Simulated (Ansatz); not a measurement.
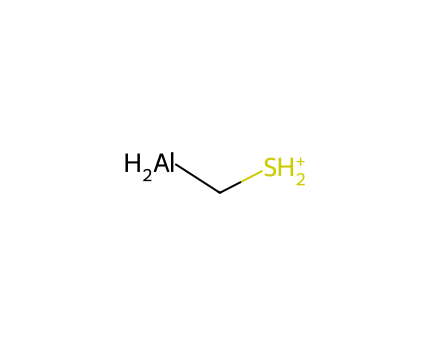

The picture comes from a calculation with Ansatz.

State: charge +1, singlet.

**Transcribe the drawing into SMILES.**

[AlH2][CH2][SH2+]

**What is the molecular formula?**

CH6AlS, charge +1.

**An optimisation with PBE0-D4/def2-TZVP gave a structure of which point group?**

C1.
